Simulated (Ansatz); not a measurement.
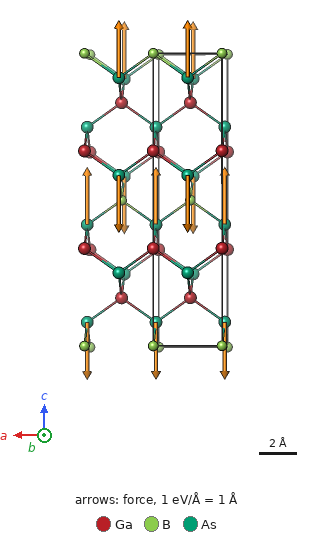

Starting geometry of solid Ga₂BAs₃ (a generated structure, set up in I-4m2) (coarse preliminary run) with the computed forces as orange arrows. The picture is a ball-and-stick view of the conventional cell (2 times the calculation's cell), repeated 2 × 1 × 1 with one cell outlined, seen from a free direction. Lengths and directions refer to the drawn axes.

Method: DFT PBE, scalar-relativistic, plane waves, PAW in Ansatz. Set-up: plane-wave cutoff 420 eV; k-point mesh 6 × 6 × 6; occupations gaussian; smearing width 0.1 eV; no spin polarisation; cell and atoms relaxed; force threshold 0.04 eV/Å; at most 70 steps.

Is this structure relaxed? If not, where do the atoms go?

Answer. It isn't relaxed: the largest force vector, on As atoms, is 3.20 eV/Å. The atoms end up moving mostly along the starting forces (cosine between the two patterns 0.94). After 3 accepted moves (4 points after the start) the energy has fallen by 150 meV per atom. The largest force component goes from 3.2 to 0.0066 eV/Å. The pressure goes from 5.86 to 0.20 GPa. At 1 point the geometry stayed and the basis and grid were re-selected for the new cell (energy shift of 0.2 meV per atom at most each time). The largest moves relative to the cell, 0.26 Å, are those of As atoms. By element the largest moves are As 0.26 Å, Ga 0.12 Å. B stays in place. The drawn cell changes as follows: a = b 3.800 → 3.806 Å (+0.2 %), c 16.123 → 16.628 Å (+3.1 %); the volume changes by +3.4 %. Some distances before and after: As–B 2.327 → 2.213 Å, As–Ga 2.327 → 2.438 Å. Among the angles between lasting bonds that change: As–B–As 109.5° → 118.6°, B–As–B 109.5° → 118.6°, As–Ga–As 109.5° → 102.6°. The space group stays I-4m2 (No. 119).
